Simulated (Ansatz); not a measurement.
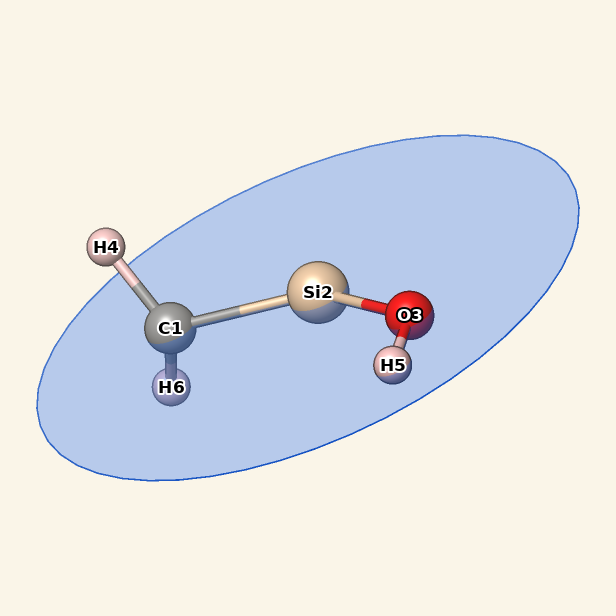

A disc through the centre of mass is drawn in. Distant atoms are faded towards the background colour. The species has charge +1 and is a spin singlet. The geometry was computed by an optimisation with PBE-D4/def2-SVP. No frequency run is at hand to confirm it as a minimum.

Q: Is the plane of the disc a mirror plane of the structure?

A: Yes. The reflection leaves C1, Si2, O3, H5 in place and moves H4 ↔ H6. The point group is Cs.
